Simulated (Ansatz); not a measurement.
# C₂H₇Ga···HF: what the fields show

```yaml
atoms:
  - { symbol: Ga, position_ang: [-1.0389, 1.2525, -0.5830] }
  - { symbol: C, position_ang: [0.5451, 0.0466, -0.5877] }
  - { symbol: C, position_ang: [0.3087, -1.3893, -0.0649] }
  - { symbol: H, position_ang: [-0.8423, 2.8195, -0.7138] }
  - { symbol: H, position_ang: [-2.4926, 0.6174, -0.5600] }
  - { symbol: H, position_ang: [0.5996, 0.6096, 1.7148] }
  - { symbol: F, position_ang: [-0.0732, 0.8128, 2.3103] }
  - { symbol: H, position_ang: [1.4245, 0.5221, -0.0893] }
  - { symbol: H, position_ang: [0.8629, 0.0140, -1.6570] }
  - { symbol: H, position_ang: [0.0475, -1.3850, 1.0131] }
  - { symbol: H, position_ang: [1.1976, -2.0445, -0.1928] }
  - { symbol: H, position_ang: [-0.5389, -1.8756, -0.5898] }
```

Not at a stationary point (largest force 1.1 eV/Å).

These are results of RKS BLYP-D4/def2-SVP (Ansatz), not measurements.

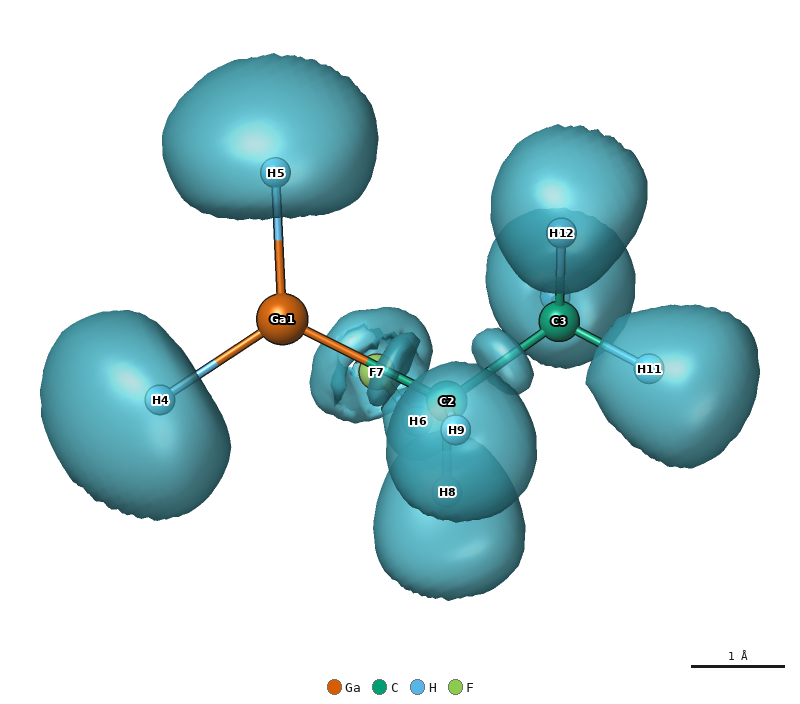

Figure 1. Isosurface of the ELF at 0.85 (cyan), seen from one side. Core shells and regions of very low density are left out.

Question: Describe the localisation domains.

Answer: The ELF exceeds this value in one region between bonded C–C atoms (shared pairs), eight regions around hydrogen nuclei, one lobe of the valence shell of C pointing towards Ga (polar bonds) and one region wrapped around F (its valence shell). Profiles from the grid: C2···H6 (2.37 Å): the ELF dips to about 0.05 between them. C–C (1.55 Å): the ELF peaks at about 0.95 between the atoms: a covalent bond.

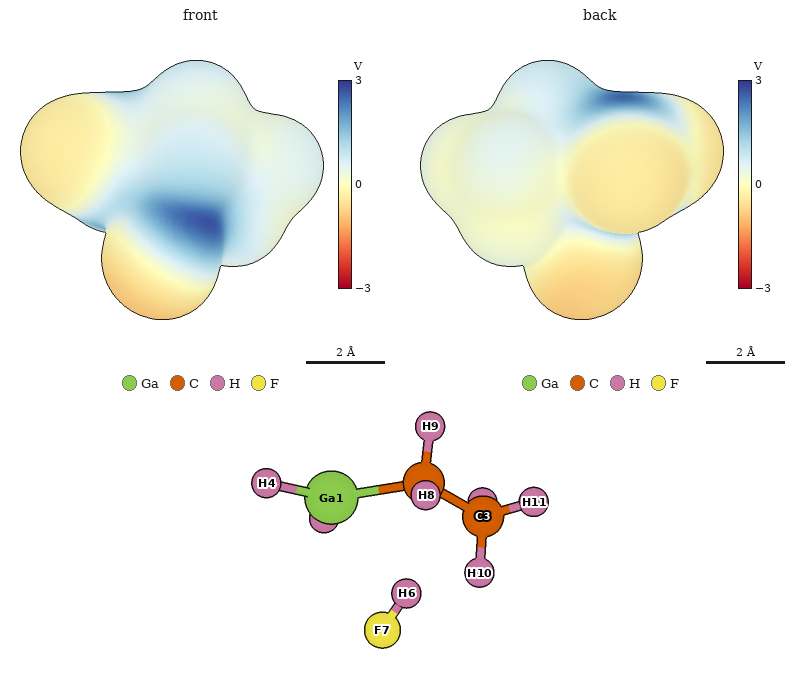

Figure 2. The molecular electrostatic potential painted on the density surface at 0.002 e/bohr³, seen from the front and from behind; red is negative and blue positive. The bare structure is drawn below in the same view.

Question: Where is the surface potential most negative and most positive?

Answer: The most negative region (about −0.8 V) lies over F7, the most positive (about +2.6 V) over H6.

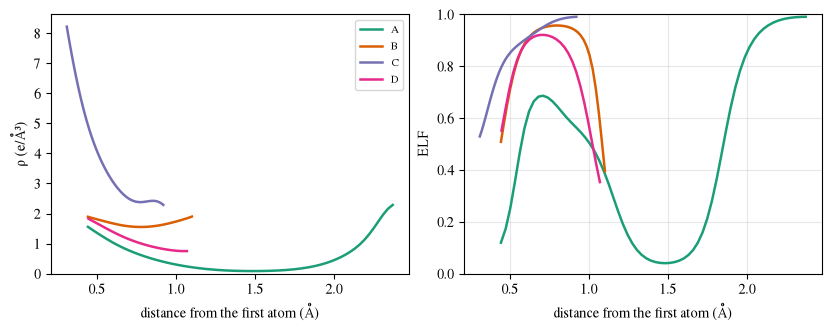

Figure 3. Electron density and ELF along straight lines between neighbouring atoms. The curves leave out the atomic cores.

Question: Which curve belongs to which contact (C–C, C–Ga, C–H and F–H)? The first atom named is at distance zero.

Answer: Curve A: C2···H6 (2.37 Å): the density falls to about 0.08 e/Å³ on the way; the ELF dips to about 0.05 between them. Curve B: C–C (1.55 Å): the density is about 1.6 e/Å³ at the midpoint; the ELF peaks at about 0.95 between the atoms, as expected for a shared electron pair. Curve C: F–H (0.92 Å): the density is about 4.7 e/Å³ at the midpoint; the ELF climbs to about 1 towards the hydrogen, as it does in any bond to H (an ordinary covalent bond to hydrogen). Curve D: C–Ga (1.99 Å): ρ at the midpoint is about 0.76 e/Å³; the ELF peaks at about 0.90 in the valence shell of C, 0.7 Å from its nucleus, and is about 0.60 at the midpoint.
